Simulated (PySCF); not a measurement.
SMILES COC(CC(=O)C)=O (C5H8O3) at its GFN2-xTB optimised geometry (Å):

```
16

C      2.0871     1.3864     0.0227
O      1.4528     0.1133     0.0000
C      0.1231     0.1133     0.0000
O     -0.5548     1.1075     0.0000
C     -0.4206    -1.3018     0.0190
C     -1.1009    -1.5207     1.3706
C     -2.4498    -0.8782     1.4758
O     -0.5648    -2.1336     2.2535
H      1.7271     2.0030    -0.8035
H      1.8736     1.8971     0.9636
H      3.1527     1.1963    -0.0748
H      0.4031    -2.0030    -0.1045
H     -1.1531    -1.4029    -0.7808
H     -3.1527    -1.4027     0.8310
H     -2.3812     0.1519     1.1290
H     -2.8097    -0.9116     2.5004
```

Method: CAM-B3LYP/def2-TZVP (PySCF). Cells within 0.4 Å of a nucleus heavier than hydrogen are left out (blank, or x).

Map of the Laplacian of the electron density (e/bohr⁵) on the plane z = 1.5 Å:

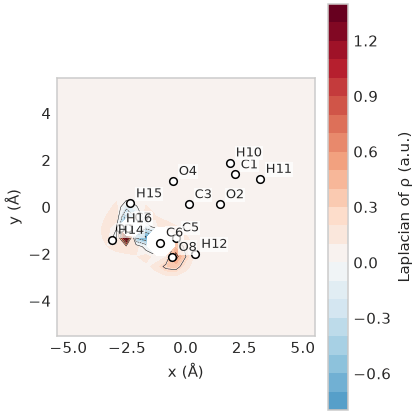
Figure: Laplacian of the electron density (e/bohr⁵) on the plane z = 1.5 Å.
